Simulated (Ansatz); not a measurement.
# AlClFH: the cost of one run

Method: RKS r2SCAN/def2-SVP, in Ansatz 0.2.0.

## (1) Starting point

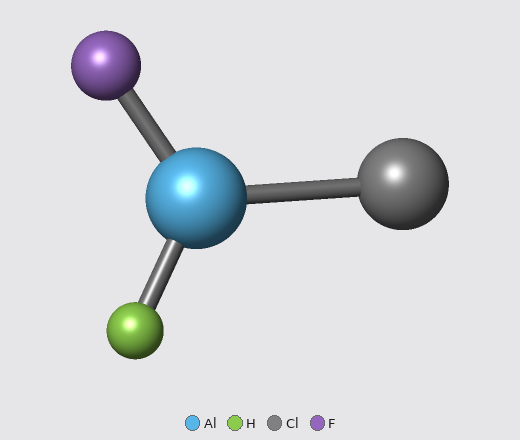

The starting structure, seen from a chosen angle (aluminium blue, hydrogen green, chlorine grey, fluorine purple).

As a file:

```xyz
4

Al    0.0000    0.0000    0.0000
H     0.0000    0.0000    1.5600
Cl    1.9312    0.0000   -1.1150
F    -1.4635    0.0000   -0.8450
```

## (2) Preparing the start

The input, input.yaml:

```yaml
crystal:
  periodic: [false, false, false]
  atoms:
    - { symbol: Al, position_ang: [0.0, 0.0, 0.0] }
    - { symbol: H, position_ang: [0.0, 0.0, 1.56] }
    - { symbol: Cl, position_ang: [1.9312, 0.0, -1.115] }
    - { symbol: F, position_ang: [-1.4635, 0.0, -0.845] }
basis:
  gaussian: { orbitals: def2-SVP }
hamiltonian:
  xc: r2scan
relax:
  f_tol: 0.02
  max_steps: 40
```

Command:

```
ansatz run input.yaml --threads 1 --pin off --max-ram 2048MiB --backend cpu --events-out ev --progress --plain --runs-dir out
```

Q: Estimate wall time and peak memory on 1 thread of Arm Neoverse V2, shared host.

About 15 s, with a peak of 0.13 GiB.
